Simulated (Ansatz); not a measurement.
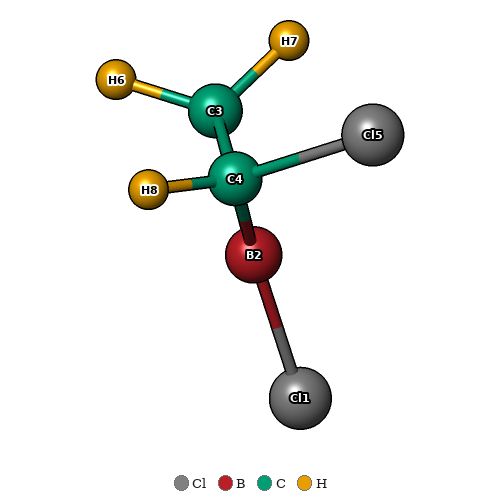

The system is C₂H₃BCl₂ (SMILES ClB1CC1Cl) with the probe HF; the picture shows it without the atoms that are moved over the map. The probe is moved over a plane parallel to the molecule's main plane, 4.26 Å above it. The first coordinate is: x of the probe's F atom; the second: y of the probe's F atom. Nothing is relaxed (molecule and probe rigid, the probe upright with F nearest the plane). The scan uses a 15 × 17 grid. Points are written as (first, second). All energies are given in cm⁻¹ relative to molecule and probe far apart, each relaxed in its own basis (no counterpoise correction). Method: RHF/def2-SVPD in Ansatz.

Range: x of the probe's F atom from −3.36 to 3.36 Å; y of the probe's F atom from −3.84 to 3.84 Å.

> What landscape does the calculation give?

The lowest grid point is at (−0.96 Å, −0.96 Å), −482 cm⁻¹ from molecule and probe far apart, each relaxed in its own basis (no counterpoise correction). It is the only kind of minimum in the scanned range. The highest grid point, (−2.88 Å, 3.84 Å), lies 558 cm⁻¹ above the lowest. Near the minimum the curvatures are about 0.018 and 0.026 eV/Å² along the soft and the stiff direction.

| y of the probe's F atom ↓, x of the probe's F atom → | −3.36 | −2.88 | −2.40 | −1.92 | −1.44 | −0.96 | −0.48 | 0.00 | 0.48 | 0.96 | 1.44 | 1.92 | 2.40 | 2.88 | 3.36 |
| --- | --- | --- | --- | --- | --- | --- | --- | --- | --- | --- | --- | --- | --- | --- | --- |
| 3.84 | 76 | 76 | 74 | 70 | 65 | 59 | 53 | 48 | 44 | 41 | 38 | 35 | 32 | 28 | 24 |
| 2.88 | 70 | 65 | 56 | 45 | 33 | 23 | 15 | 11 | 10 | 12 | 14 | 16 | 17 | 16 | 14 |
| 1.92 | 37 | 16 | −9 | −37 | −61 | −77 | −85 | −82 | −73 | −60 | −47 | −34 | −22 | −13 | −7 |
| 0.96 | −32 | −78 | −132 | −182 | −220 | −242 | −246 | −234 | −210 | −180 | −149 | −119 | −89 | −64 | −44 |
| 0.00 | −108 | −180 | −261 | −339 | −394 | −416 | −410 | −385 | −350 | −307 | −258 | −208 | −160 | −118 | −84 |
| −0.96 | −144 | −219 | −304 | −388 | −453 | −482 | −476 | −451 | −417 | −371 | −316 | −259 | −203 | −153 | −112 |
| −1.92 | −130 | −187 | −250 | −311 | −363 | −396 | −409 | −403 | −382 | −346 | −302 | −253 | −204 | −158 | −119 |
| −2.88 | −100 | −136 | −177 | −218 | −255 | −284 | −302 | −305 | −294 | −272 | −242 | −207 | −171 | −136 | −106 |
| −3.84 | −74 | −98 | −123 | −148 | −172 | −192 | −205 | −209 | −205 | −192 | −173 | −151 | −128 | −105 | −84 |

The table holds every second grid line.

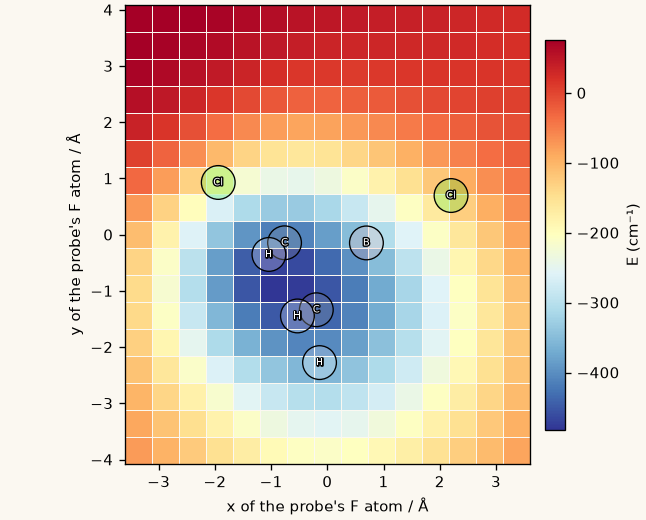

Drawn: one coloured cell a grid point, labelled circles for the molecule's atoms, projected on the plane.

The whole map (255 points run) took 28 min on 1 thread of Arm Neoverse V2 (shared host).
